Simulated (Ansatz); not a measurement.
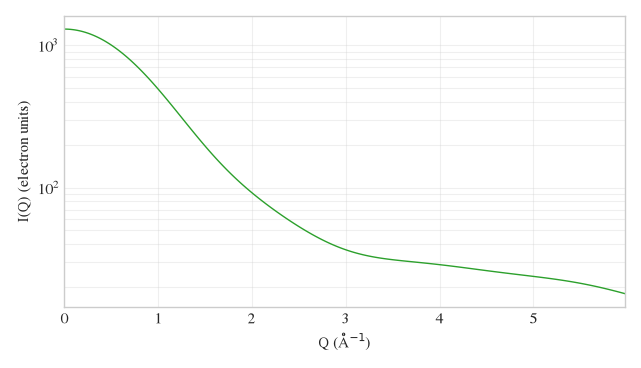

Elastic X-ray scattering of a randomly oriented, rigid molecule, calculated with the Debye equation from neutral-atom form factors (independent atoms, no Compton part, no vibration). The geometry is the end point of an optimisation (RKS PBE-D4/STO-3G (Ansatz 0.2.0)); it may be a saddle point or a higher isomer. It contains C, N, H.

> How many electrons does the independent-atom model of the molecule hold?

I(0) is the square of the electron number: I(0) = 1300, so about 36 electrons, the count of C4H5N.

> What radius of gyration does the initial fall-off give?

From I(Q) ≈ I(0) exp(−Q²R²/3) at small Q, R ≈ 1.77 Å. It is larger than the electron-weighted radius of the nuclear positions alone (1.58 Å), because each atom's electron cloud adds to it.
